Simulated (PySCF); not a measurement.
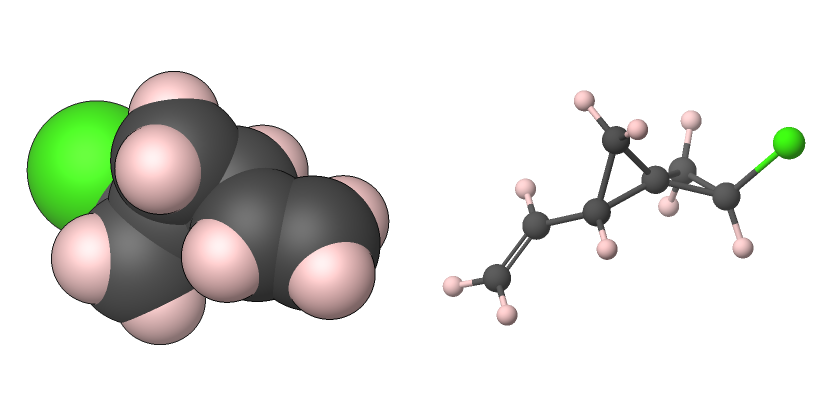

Both panels show the same species. Colours: carbon dark grey, chlorine green, hydrogen pink.

The computed structure is the end point of a GFN2-xTB optimisation. No frequency run is at hand to confirm it as a minimum.

Describe the molecule.

It has 17 atoms: 7 carbon, 9 hydrogen and 1 chlorine (C7H9Cl). SMILES: `C=C[C@@H]1C[C@]12C[C@H]2Cl`. Independent rings (smallest set): 2 of 3 members. Among its groups: alkene, C–Cl bond. The point group is C1. Coordination, clear cases only: 2 C trigonal planar.

More results for the same structure follow; atom numbers are the same in all pictures, views and colours differ.

### Shape

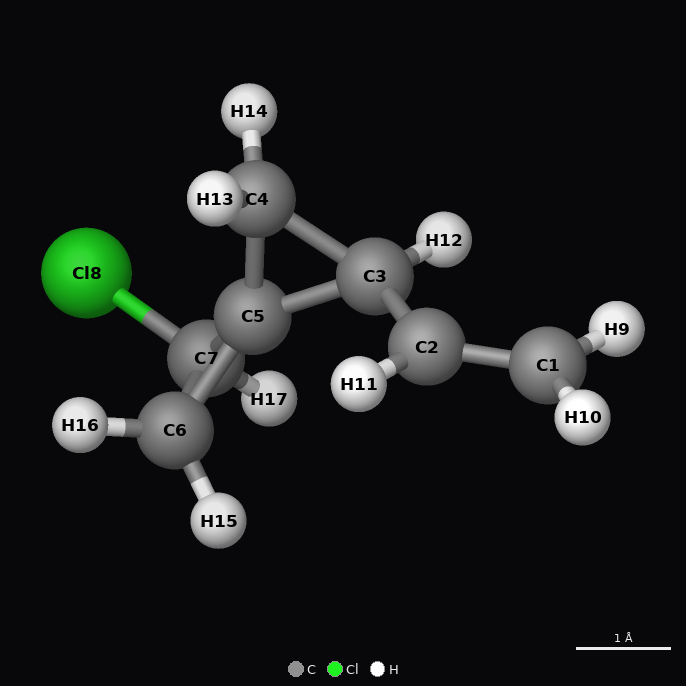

No frequency run is at hand to confirm it as a minimum.

Which atoms are bonded, and how long are the bonds? Leave out bonds to hydrogen.

```csv
bond,length (Å),order
C1–C2,1.322,double
C2–C3,1.471,single
C3–C4,1.522,single
C3–C5,1.491,single
C4–C5,1.475,single
C5–C6,1.482,single
C5–C7,1.473,single
C6–C7,1.511,single
C7–Cl8,1.763,single
```

### Polarisability

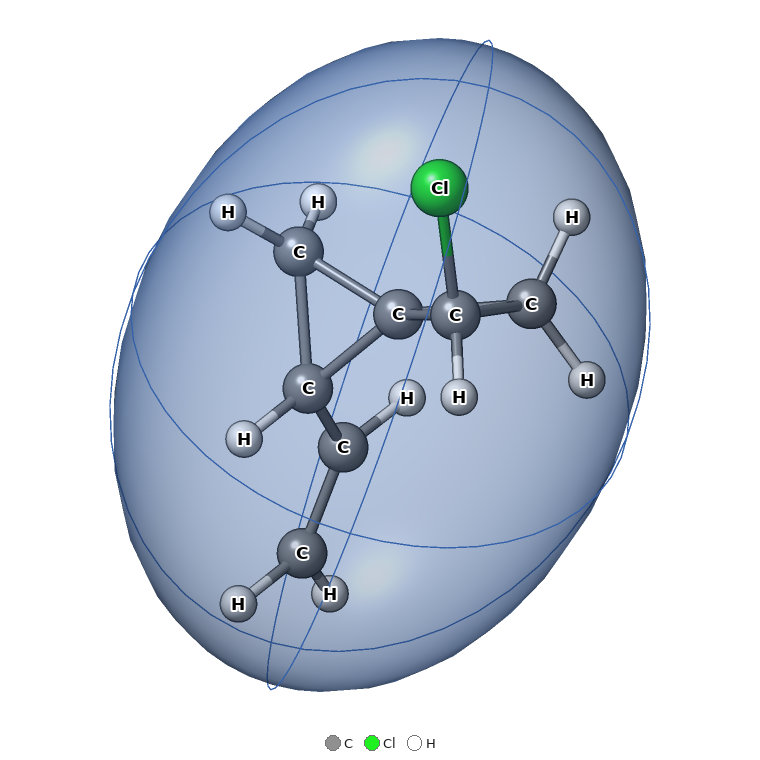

The ellipsoid shows the static dipole polarisability: its half-axes are proportional to the principal values. No frequency run is at hand to confirm it as a minimum. Computed with PBE0/def2-SVPD (PySCF 2.14.0).

> How large and how anisotropic is the polarisability?

Principal values 78.3, 81.7, 129.3 bohr³; mean 96.4 bohr³ (14.29 Å³); anisotropy 49.4 bohr³, so the longest axis is 1.65 times the shortest.

### Quadrupole coupling

No frequency run is at hand to confirm it as a minimum. Electric field gradients from the ground-state density, PBE0/pcSseg-1 (PySCF 2.14.0), non-relativistic apart from any core potentials.

Give the largest field-gradient component, the quadrupole coupling constant and the asymmetry for 35Cl at Cl8 (Q = −81.7 mb), 2H at H9 (Q = 2.86 mb), 2H at H10 (Q = 2.86 mb).

```csv
atom,V_zz (a.u.),e²qQ/h (MHz),η
Cl8,3.956,−75.9,0.00
H9,0.337,0.226,0.06
H10,0.340,0.228,0.05
```

### Ring current

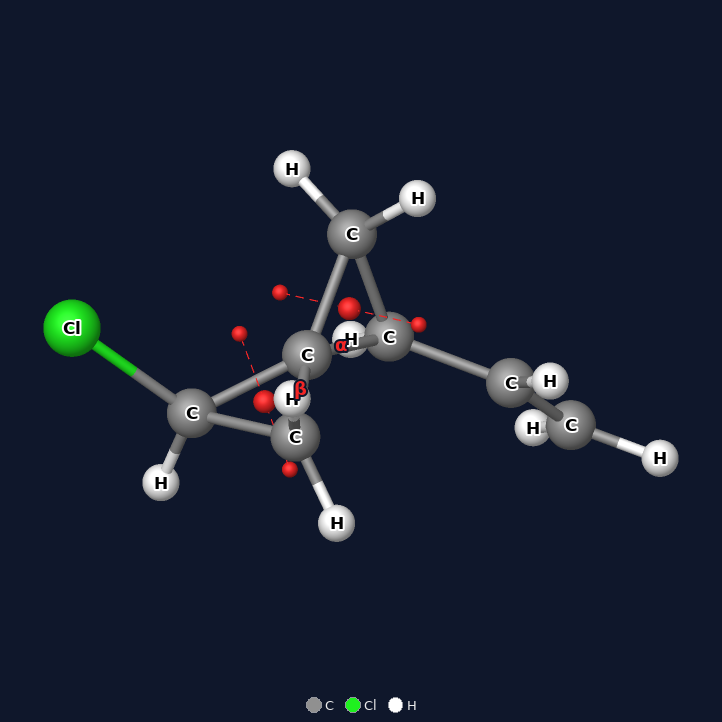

The small points mark where nucleus-independent chemical shifts (NICS) were computed: at the centre of each lettered ring and 1 Å above and below it. No frequency run is at hand to confirm it as a minimum. Properties computed with GIAO PBE0/pcSseg-1 NMR shielding, non-relativistic, gas phase (PySCF 2.14.0).

Give NICS(0), NICS(1) and the out-of-plane component NICS(1)zz for each ring (means of the two sides).

| ring | members | NICS(0) | NICS(1) | NICS(1)zz |
| --- | --- | --- | --- | --- |
| α | C3 | −39.2 | −6.6 | −19.1 |
| β | C3 | −38.2 | −6.9 | −17.6 |

Values in ppm.

### NMR shielding

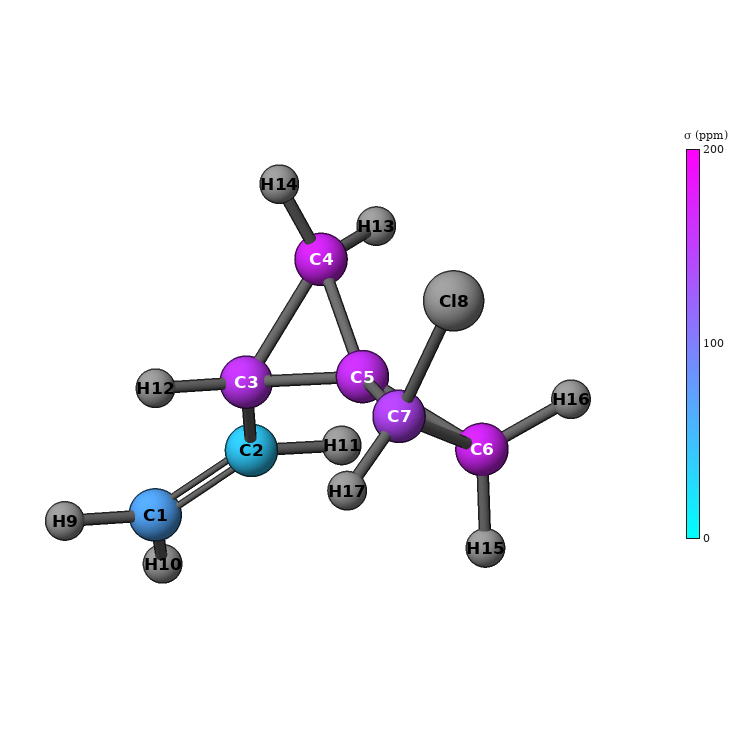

Atoms are coloured by their isotropic NMR shieldings (C only, the others grey). No frequency run is at hand to confirm it as a minimum. Properties computed with GIAO PBE0/pcSseg-1 NMR shielding, non-relativistic, gas phase (PySCF 2.14.0).

List the isotropic NMR shieldings of the C atoms.

```tsv
atom	σ (ppm)
C1	66.5
C2	38.4
C3	156.2
C4	169.7
C5	160.5
C6	168.9
C7	144.8
```
